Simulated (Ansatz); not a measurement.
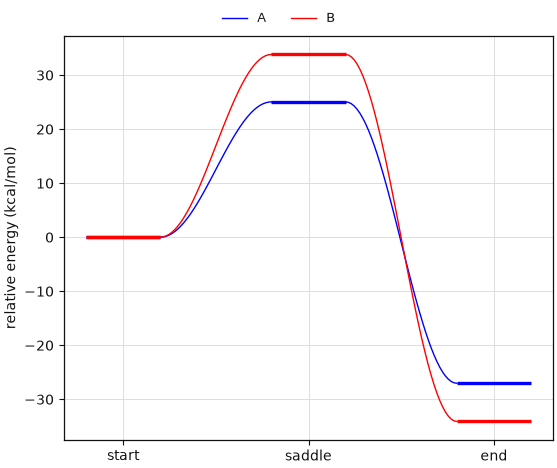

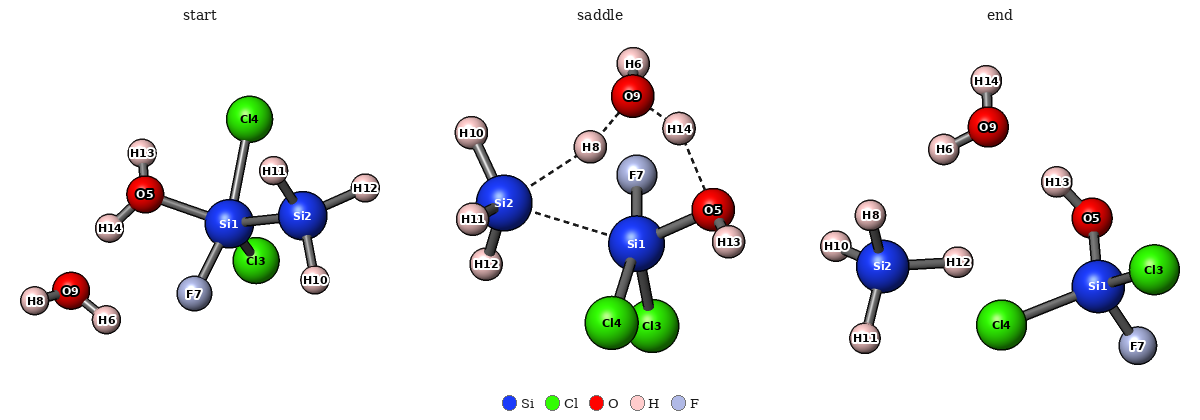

One elementary step of Si₂H₇O₂Cl₂F: start, first-order saddle point (changing pairs dashed) and end. Electronic energies at PBE0-D4/def2-TZVP geometries, energies in def2-TZVPP, the Ansatz code 0.2.0; cores frozen in correlated methods, no zero-point terms. Start and end are the structures at the ends of the path (complexes, where there are several molecules). The limit is the MP2 basis limit plus CCSD(T) less MP2 in triple zeta. Lines between the levels only guide the eye.

In the step Si2–H8 (5.99 → 1.88 → 1.49 Å) and O9–H14 (1.52 → 1.01 → 0.96 Å) form; Si1–Si2 (2.33 → 2.53 → 4.69 Å), O5–H14 (1.02 → 1.63 → 3.29 Å) and H8–O9 (0.96 → 1.22 → 2.91 Å) break (lengths at start, saddle and end; changes of bond order aren't listed).

### The profiles are CCSD(T) at the basis limit and PBE-D4. Which is which?

A: PBE-D4 (barrier 25.0, step −27.0 kcal/mol); B: CCSD(T) at the basis limit (barrier 33.8, step −34.1 kcal/mol).
